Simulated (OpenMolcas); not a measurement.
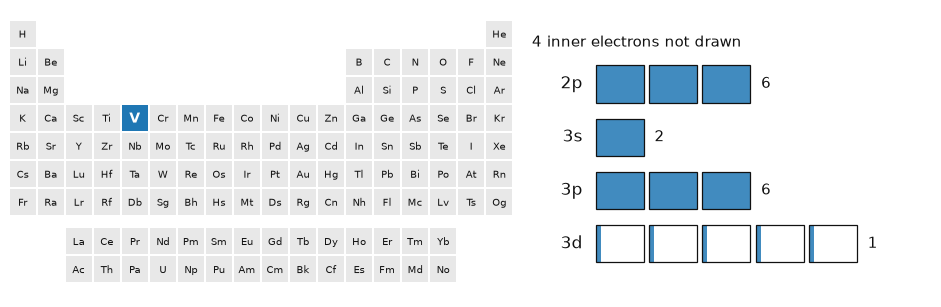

*Left, the place of vanadium in the periodic table; right, the outer shells of the leading configuration of the lowest level: a box for each of the 2l + 1 orbitals, shaded by the share of the shell that is filled, with the electron count at the right.*

# Multiconfigurational calculation for V⁴⁺ complex

V⁴⁺ with 6 ligands (Cl; octahedron, 2.34 Å), neutralised by 6 outer point charges of +0.33 e, whose field is part of the energies. Computed at this level: state-averaged CASSCF, active space 1 electron in the shell 3d, basis ANO-RCC-VTZP on the metal and ANO-RCC-VDZP on the ligands, DKH2 scalar Hamiltonian, spin-orbit coupling by RASSI with atomic mean-field integrals (OpenMolcas).

Input file:
```
&GATEWAY
Coord
7

V 0.0 0.0 0.0
Cl 2.340000 0.000000 0.000000
Cl 0.000000 2.340000 0.000000
Cl -2.340000 0.000000 0.000000
Cl 0.000000 -2.340000 0.000000
Cl 0.000000 0.000000 2.340000
Cl 0.000000 0.000000 -2.340000
Basis=V.ANO-RCC-VTZP,Cl.ANO-RCC-VDZP
Group=XYZ
NoMove
AngMom=0.0 0.0 0.0
AMFI
RICD
XField
3 Angstrom 0
5.540000 0.000000 0.000000 0.333333
0.000000 5.540000 0.000000 0.333333
0.000000 0.000000 5.540000 0.333333
&SEWARD
&RASSCF
FileOrb=start.orb
Symmetry=1
Spin=2
nActEl=1 0 0
Inactive=30 33
Ras2=5 0
CIRoot=5 5 1
SDav=5
CIMx=300
Iter=150 100
PrWF=0.3
OrbListing=Nothing
MaxOrb=0
LevShft=1.0
>>> COPY $Project.JobIph JOB001
&RASSI
NrOfJobIphs=1 5
1 2 3 4 5
IphNames
JOB001
EJob
SpinOrbit
DIPRint=1.0
SOCoupling=1000.0
Subsets=2
Property=9
'ANGMOM' 1 'ANGMOM' 2 'ANGMOM' 3 'MLTPL  1' 1 'MLTPL  1' 2 'MLTPL  1' 3
'AMFI' 1 'AMFI' 2 'AMFI' 3
SOProperty=3
'ANGMOM' 1 'ANGMOM' 2 'ANGMOM' 3
```

The file start.orb holds starting orbitals from an earlier step. A driver script formed the levels outside the program, from RASSI's spin-orbit matrix and the active-space energies, averaged over the components of each term or state.

Launched with:
```bash
OMP_NUM_THREADS=1 MOLCAS_MEM=2457 MOLCAS_PROJECT=a pymolcas a.inp > a.log  # once for each step of the input, in one work folder
```

Log (extracts):
```
--- SEWARD ---
Basis set label: V.ANO-RCC...6S5P3D2F1G.

      Electronic valence basis set:
      ------------------
      Associated Effective Charge  23.000000 au
      Associated Actual Charge     23.000000 au
      Nuclear Model: Point charge

      Shell  nPrim  nBasis  Cartesian Spherical Contaminant
         s      21       6        X
         p      15       5        X
         d      10       3                 X
         f       6       2                 X
         g       4       1                 X
                  Relativistic Douglas-Kroll-Hess integrals:
                    - DKH order of Hamiltonian: 2
                    - DKH order of Properties : 0
                  Atomic mean-field integrals
--- RASSCF ---
Wave function specifications:
      -----------------------------

      Number of closed shell electrons         126
      Number of electrons in active shells       1
      Max number of holes in RAS1 space          0
      Max nr of electrons in RAS3 space          0
      Number of inactive orbitals               63
      Number of active orbitals                  5
      Number of secondary orbitals              99
      Spin quantum number                      0.5
      State symmetry                             1
Orbital specifications:
      -----------------------

      Symmetry species                           1   2
                                                ag  au
      Frozen orbitals                            0   0
      Inactive orbitals                         30  33
      Active orbitals                            5   0
      RAS1 orbitals                              0   0
      RAS2 orbitals                              5   0
      RAS3 orbitals                              0   0
      Secondary orbitals                        49  50
      Deleted orbitals                           0   0
      Number of basis functions                 84  83
      Number of CSFs                             5
      Number of root(s) required                 5
      Iter CI   SX   CI       RASSCF       Energy    max ROT     max BLB   max BLB  Level Ln srch  Step   QN
          iter iter root      energy       change     param      element    value   shift minimum  type update
 Nr of preliminary CI iterations:   1
      Total energies have been shifted. Add                -3000.00 au
        1   1   12    0  -713.09084430    0.00E+00  -1.36E-01*   4  44 2 -4.63E-01*  1.38   0.00    SX    NO
        2   1   13    0  -713.87452530   -7.84E-01* -9.81E-02   30  33 1  2.32E-01*  1.07   0.00    SX    NO
        3   1   13    0  -714.17505938   -3.01E-01* -7.91E-02   30  33 1  1.69E-01*  0.82   0.00    SX    NO
        4   1   13    0  -714.28041633   -1.05E-01*  4.18E-02   30  33 1  9.00E-02*  0.74   0.00    SX    NO
        5   1   13    0  -714.31225788   -3.18E-02*  3.95E-02   30  33 1  5.22E-02*  0.77   2.16    LS   YES
        6   1   13    0  -714.32528849   -1.30E-02*  1.97E-02   11  34 2 -1.86E-02*  0.81   1.22    QN   YES
        7   1   12    0  -714.32947914   -4.19E-03*  1.01E-02    8  36 1 -9.62E-03*  0.79   1.54    LS   YES
        8   1   12    0  -714.33006516   -5.86E-04* -4.46E-03    6  46 2 -1.49E-02*  0.79   1.06    QN   YES
        9   1   11    0  -714.33079392   -7.29E-04* -3.71E-03   12  34 1  4.14E-03*  0.79   1.60    QN   YES
       10   1   11    0  -714.33109041   -2.96E-04* -2.75E-03   12  34 1  2.50E-03*  0.79   1.31    QN   YES
       11   1   10    0  -714.33117119   -8.08E-05* -2.38E-03    5  45 2  1.79E-03*  0.79   1.75    QN   YES
       12   1   10    0  -714.33121797   -4.68E-05* -1.09E-03    8  36 1  9.65E-04*  0.79   1.38    QN   YES
       13   1    9    0  -714.33123080   -1.28E-05*  4.25E-04    8  36 1  5.76E-04*  0.79   1.46    QN   YES
       14   1    9    0  -714.33123451   -3.70E-06* -1.74E-04   30  82 1  2.67E-04*  0.79   1.31    QN   YES
       15   1    8    0  -714.33123518   -6.73E-07* -8.21E-05   30  82 1  1.00E-04*  0.79   1.35    QN   YES
       16   1    7    0  -714.33123532   -1.36E-07*  1.93E-05   24  33 1  3.85E-05   0.79   1.32    QN   YES
       17   1    7    0  -714.33123534   -2.51E-08* -1.19E-05    3  57 1 -1.97E-05   0.79   1.33    QN   YES
       18   1    6    0  -714.33123535   -4.63E-09  -7.83E-06   33  78 2  7.77E-06   0.79   1.28    QN   YES
      Convergence after 18 iterations
       19   1    6    0  -714.33123535   -6.62E-10  -7.83E-06   33  78 2  2.76E-06   0.79   1.28    QN   YES
      Natural orbitals and occupation numbers for root  1
      sym 1:  -0.000000   0.000000  -0.000000   1.000000  -0.000000
      Natural orbitals and occupation numbers for root  2
      sym 1:  -0.000000   1.000000  -0.000000  -0.000000  -0.000000
      Natural orbitals and occupation numbers for root  3
      sym 1:   1.000000   0.000000  -0.000000   0.000000   0.000000
::    RASSCF root number  1 Total energy:  -3714.35996487
::    RASSCF root number  2 Total energy:  -3714.35996487
::    RASSCF root number  3 Total energy:  -3714.35996487
::    RASSCF root number  4 Total energy:  -3714.28814105
::    RASSCF root number  5 Total energy:  -3714.28814105
--- RASSI ---
SPIN-FREE ENERGIES:
  (Shifted by EMIN (a.u.) =      -3714.3599648739)

 SF State       Relative EMIN(au)   Rel lowest level(eV)    D:o, cm**(-1)

     1             0.0000000000        0.0000000000              0.0000
     2             0.0000000000        0.0000000000              0.0000
     3             0.0000000000        0.0000000000              0.0000
     4             0.0718238196        1.9544256970          15763.5063
     5             0.0718238196        1.9544256970          15763.5063
     Dipole printing threshold changed to   1.00000000E+00
Eigenvalues of complex Hamiltonian:
   -----------------------------------
  (Shifted by EMIN (a.u.) =      -3714.3599648739)

 SO State       Relative EMIN(au)   Rel lowest level(eV)    D:o, cm**(-1)

     1            -0.0005003882        0.0000000000              0.0000
     2            -0.0005003882        0.0000000000              0.0000
     3            -0.0005003882        0.0000000000              0.0000
     4            -0.0005003882        0.0000000000              0.0000
     5             0.0009790712        0.0402581410            324.7038
     6             0.0009790712        0.0402581410            324.7038
     7             0.0718346722        1.9683372688          15875.7107
     8             0.0718346722        1.9683372688          15875.7107
     9             0.0718346722        1.9683372688          15875.7107
    10             0.0718346722        1.9683372688          15875.7107
Weights of the five most important spin-orbit-free states for each spin-orbit state.

 SO State  Total energy (au)           Spin-free states, spin, and weights
 -------------------------------------------------------------------------------------------------------
    1        -0.000500       3 0.5  0.6666    1 0.5  0.1667    2 0.5  0.1666    4 0.5  0.0001    5 0.5  0.0000
    2        -0.000500       3 0.5  0.6666    1 0.5  0.1667    2 0.5  0.1666    4 0.5  0.0001    5 0.5  0.0000
    3        -0.000500       2 0.5  0.4999    1 0.5  0.4999    5 0.5  0.0001    4 0.5  0.0000    3 0.5  0.0000
    4        -0.000500       2 0.5  0.4999    1 0.5  0.4999    5 0.5  0.0001    4 0.5  0.0000    3 0.5  0.0000
    5         0.000979       2 0.5  0.3333    3 0.5  0.3333    1 0.5  0.3333    5 0.5  0.0000    4 0.5  0.0000
    6         0.000979       2 0.5  0.3333    3 0.5  0.3333    1 0.5  0.3333    5 0.5  0.0000    4 0.5  0.0000
    7         0.071835       5 0.5  0.9998    2 0.5  0.0001    1 0.5  0.0001    3 0.5  0.0000    4 0.5  0.0000
    8         0.071835       5 0.5  0.9998    2 0.5  0.0001    1 0.5  0.0001    3 0.5  0.0000    4 0.5  0.0000
    9         0.071835       4 0.5  0.9998    3 0.5  0.0001    1 0.5  0.0000    2 0.5  0.0000    5 0.5  0.0000
   10         0.071835       4 0.5  0.9998    3 0.5  0.0001    1 0.5  0.0000    2 0.5  0.0000    5 0.5  0.0000
 -------------------------------------------------------------------------------------------------------
```

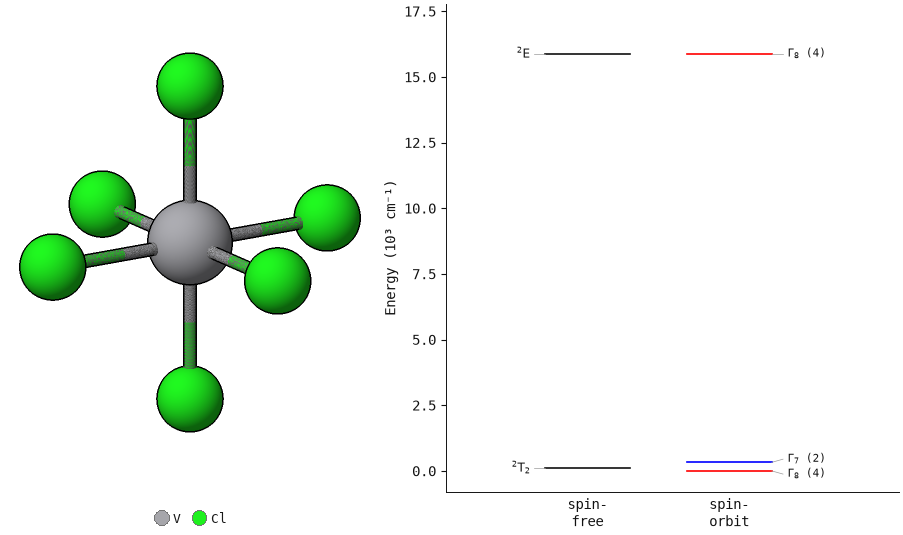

*V⁴⁺ (3d) with 6 ligands, Cl⁻, at 2.34 Å (arrangement: octahedron, Oh), neutralised by outer point charges of +0.33 e, and its levels. Labels give the representation in O, Td, D4 or D3 as the site allows (double group for half-integer spin) where it could be assigned and, in brackets, the degeneracy; spin-free states, where drawn, share the zero of the spin-orbit levels.*

The ground level is Γ₈, 4-fold degenerate, 100 % from states of spin multiplicity 2. The next level lies at 325 cm⁻¹ (Γ₇). The lowest spin-free state is ²T₂; of the same spin there follows at 15,800 cm⁻¹ (²E) above it. A ligand-field fit to the spin-free states gives |10Dq| = 15,800 cm⁻¹. The active orbitals hold 76 to 95 % metal character (Löwdin), and the Mulliken charge of the metal is +0.82.

Summary:

- outcome: converged
- energy of the lowest spin-free term: −3714.35996 hartree
- energy of the lowest spin-orbit level: −3714.36047 hartree
- largest spread among components of a term: 0.0 cm⁻¹
- hardware: 1 thread of Arm Neoverse V1, 24 GiB of memory available, shared host
- wall time: 21 s
- peak memory: 0.2 GiB

Notes:

Caveats: covalent bonds, ligand orbitals missing from the active space; distances are set from ionic radii, not optimised.
